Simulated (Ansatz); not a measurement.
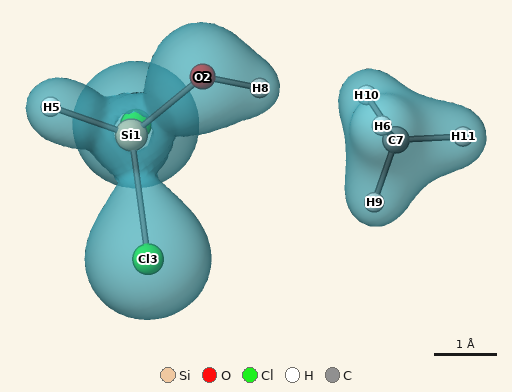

The picture shows: Cl$_{2}$H$_{2}$OSi···CH$_{4}$. Isosurface of the total electron density at 0.5 e/Å³ (cyan), seen across its widest extent.

These are results of Ansatz 0.2.0, RKS B3LYP/cc-pVDZ, not measurements.

The calculation's input:

```
crystal:
  periodic: [false, false, false]
  atoms:
    - { symbol: Si, position_ang: [-1.076178, 0.793918, 0.898792] }
    - { symbol: O, position_ang: [-0.275196, -0.53868, 1.637483] }
    - { symbol: Cl, position_ang: [-2.175147, 0.346505, -0.813294] }
    - { symbol: Cl, position_ang: [0.208936, 2.4026, 0.553459] }
    - { symbol: H, position_ang: [-2.067998, 1.224838, 1.904981] }
    - { symbol: H, position_ang: [0.298214, -1.284892, -0.437098] }
    - { symbol: C, position_ang: [0.94788, -0.698764, -1.079033] }
    - { symbol: H, position_ang: [0.604801, -0.728601, 1.281423] }
    - { symbol: H, position_ang: [0.393203, -0.41237, -1.98698] }
    - { symbol: H, position_ang: [1.325166, 0.210951, -0.589692] }
    - { symbol: H, position_ang: [1.81642, -1.315606, -1.369941] }
basis:
  gaussian: { orbitals: cc-pVDZ }
hamiltonian:
  xc: b3lyp
relax:
  f_tol: 0.03
  max_steps: 50
output:
  orbitals: {}
```

Run with:

```sh
ansatz run input.yaml --threads 2 --pin off --max-ram 3072MiB --backend cpu --events-out ev --progress --plain --runs-dir out
```

The fields are those of the run's last geometry, not of the input's.

Which contacts does the surface bridge?

At this value the surface falls into two separate pieces. It bridges the sampled Si–O (1.66 Å), Si–Cl (2.09 Å) and O–H (0.97 Å) contacts, where the density stays above the isovalue. It is pinched off along the sampled C···H (2.42 Å) contacts. On the grid the lowest density along these lines, outside the cores, is 0.07 e/Å³ (C···H, 2.42 Å), 0.89 e/Å³ (Si–O, 1.66 Å), 0.6 e/Å³ (Si–Cl, 2.09 Å) and 2.3 e/Å³ (O–H, 0.97 Å).
